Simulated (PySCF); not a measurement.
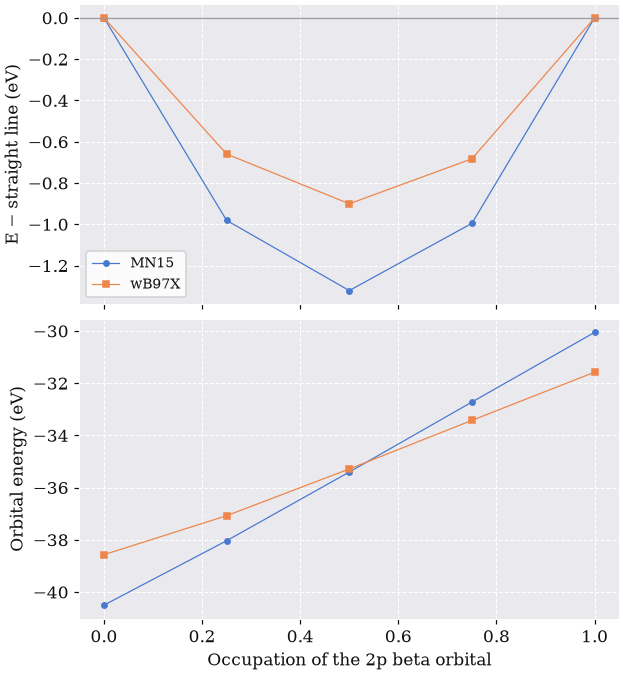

One 2p beta orbital of F⁺ ([He] 2s² 2p⁴) is emptied in steps. The plot gives the energy less the straight line between the integer ends; the lower panel gives the orbital energy. PySCF, aug-pcseg-2, non-relativistic, unrestricted single determinants, no spin-orbit coupling.

What do the curves say about each method?

MN15: convex (delocalisation error), largest departure −1.3 eV, removal energy 35.37 eV, orbital energy from −30.1 eV when full to −40.5 eV when empty; wB97X: convex (delocalisation error), largest departure −0.90 eV, removal energy 35.23 eV, orbital energy from −31.6 eV when full to −38.6 eV when empty. The measured removal energy is 34.97 eV. The exact energy is a straight line between whole electron numbers.
